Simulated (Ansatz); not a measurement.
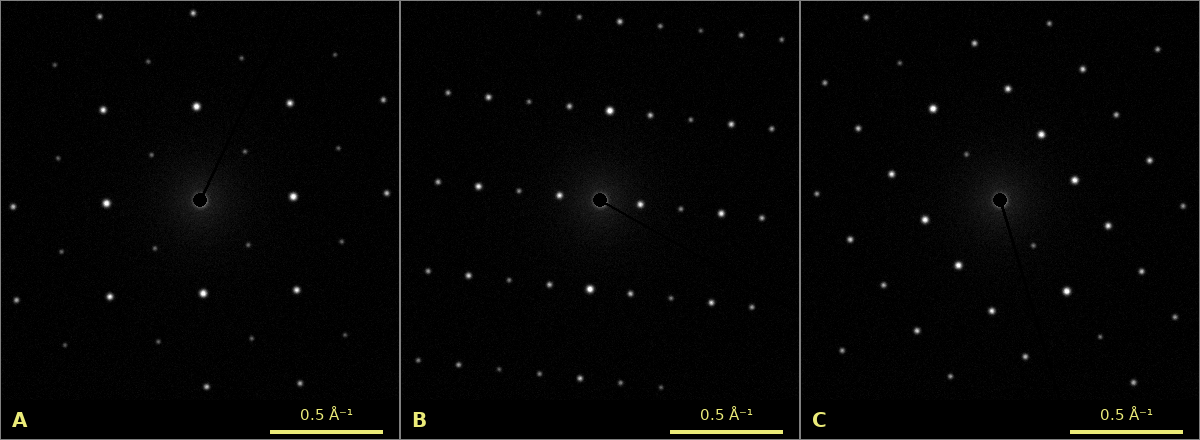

Kinematic electron diffraction patterns (300 kV, B = 0.5 Å², same scale, each along a low-index zone) of three structures of composition BiP2, each relaxed at zero pressure with DFT PBE, scalar-relativistic, plane waves, PAW (Ansatz).

The structures (standard cells):
1. Fm-3m (No. 225), a = 6.725 Å, 12 atoms; generated start, possibly hypothetical
2. I-42d (No. 122), a = 4.360 Å, c = 15.715 Å, 12 atoms; generated start, possibly hypothetical
3. Pmma (No. 51), a = 4.953 Å, b = 5.457 Å, c = 6.849 Å, 6 atoms; generated start, possibly hypothetical

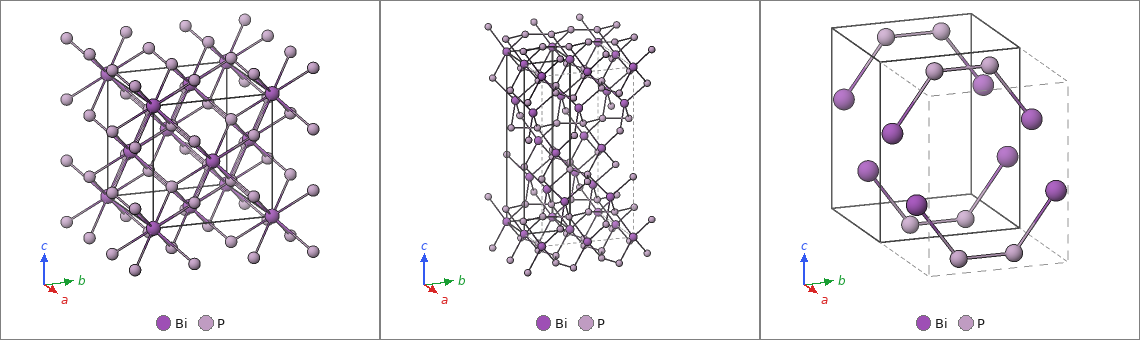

Drawings of the structures 1 to 3, from left to right (each may span several cells).

Q: Which pattern belongs to which structure, and along which zone?

A: A is structure 1 along [001] or an equivalent direction: square net of 2 0 0 at d = 3.36 Å and 0 2 0 at d = 3.36 Å, 90.0° apart. B is structure 3 along [001]: rectangular net of 0 1 0 at d = 5.46 Å and 2 0 0 at d = 2.48 Å, 90.0° apart (some points of this net are extinct or too weak to see). C is structure 2 along [110] or an equivalent direction: centred rectangular net of 0 0 4 at d = 3.93 Å and 1 -1 2 at d = 2.87 Å, 68.6° apart (some points of this net are extinct or too weak to see).

Q: Rank the structures by their computed energy.

A: Structure 3 (Pmma, 30.85 Å³ an atom) is the lowest of these; structure 2 (I-42d, 24.90 Å³ an atom) lies about 42 meV an atom higher; structure 1 (Fm-3m, 25.35 Å³ an atom) lies about 480 meV an atom higher. These are static energies at 0 K; other structures, not shown, may lie lower still.
